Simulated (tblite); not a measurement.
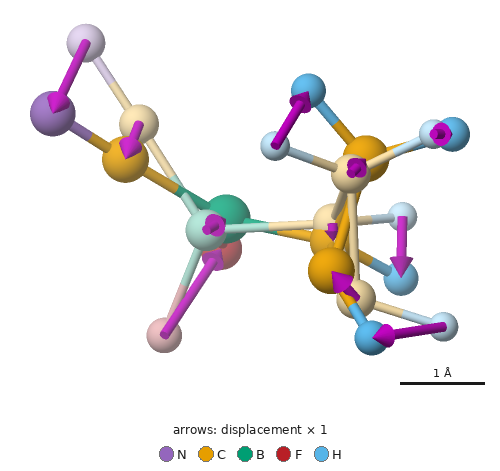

This is a relaxation of C$_{4}$H$_{4}$BFN (multiplicity 2). The starting structure is drawn faded, the final one solid; purple arrows show the displacements, at their true length. The two geometries are superimposed by the best rigid fit.

A ball-and-stick model, seen at a tilt.

These are results of tblite, GFN2-xTB geometry optimisation, gas phase, not measurements. 

Q: What happened in the run?

A: The largest move after the best rigid fit is that of the F atom, 1.66 Å. Largest moves by element: F 1.66 Å, N 1.43 Å, H 1.16 Å, C 0.65 Å, B 0.44 Å. Near-neighbour distances that change, for instance: B–F 1.452 → 1.321 Å, C–C 1.518 → 1.443 Å, B–C 1.599 → 1.548 Å, C–C 1.508 → 1.550 Å. Among the angles between lasting bonds that change: C–C–H 110.0° → 132.6°, C–C–H 110.2° → 128.9°, B–C–C 112.9° → 122.9°. Groups turn about B–C by about 85°. The energy falls by 24.2 kcal/mol in 109 geometry steps.
